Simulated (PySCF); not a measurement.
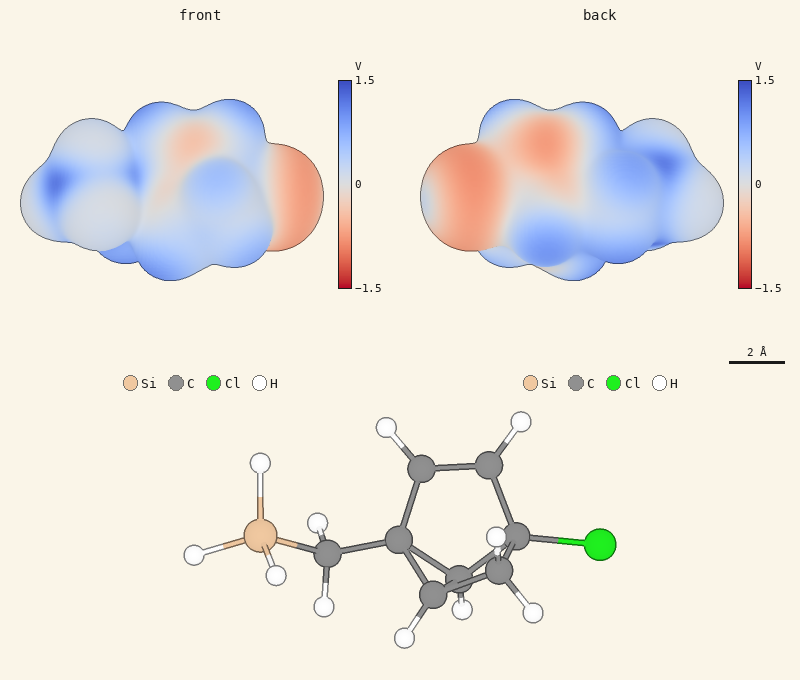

Figure. C$_{8}$H$_{11}$ClSi. The electrostatic potential painted on the density surface at 0.002 e/bohr³, seen from the front and from behind; the colour scale runs from red (negative) to blue (positive). The bare structure is drawn below in the same view.

Geometry: GFN2-xTB.

Method: PBE0/pcSseg-1, SCF density, gas phase, non-relativistic (PySCF 2.14.0).

Input

```
{"job": {"kind": "nmr", "xc": "PBE0", "basis": "pcSseg-1"}, "charge": 0, "multiplicity": 1}
Si     2.946874    -0.111137     0.068940
C      1.461858     0.237013    -1.076390
C      0.137124    -0.024419    -0.411437
C     -0.278355    -1.416236    -0.123221
C     -1.594529    -1.480499     0.047238
C     -2.133073    -0.082688     0.021870
Cl    -3.847087     0.080731    -0.341870
C     -1.613164     0.599115     1.316044
C     -0.414129     1.064467     0.513556
C     -1.107313     0.749905    -0.777614
H      4.169529     0.263251    -0.643206
H      2.807716     0.687218     1.287716
H      2.992835    -1.532874     0.413264
H      1.532819    -0.374260    -1.978817
H      1.492065     1.277967    -1.403216
H      0.420652    -2.231149    -0.089473
H     -2.199278    -2.331968     0.295207
H     -2.244827     1.437737     1.598520
H     -1.445839    -0.051446     2.175587
H      0.193200     1.918254     0.766494
H     -1.285997     1.337959    -1.659660
```

Launched as:

```sh
OMP_NUM_THREADS=1 python probes_run.py task.json out
```

> Which sites attract a positive test charge, and which a negative one?

A positive charge is drawn to the negative regions and a negative charge to the positive ones. The most negative region (about −0.8 V) lies over Cl7, the most positive (about +1.1 V) over Si1. Cl7 shows a σ-hole: about +0.1 V at the tip opposite its bond, against about −0.6 V on its flanks.

> What dipole moment does the calculation give?

Its dipole moment is 1.88 D.
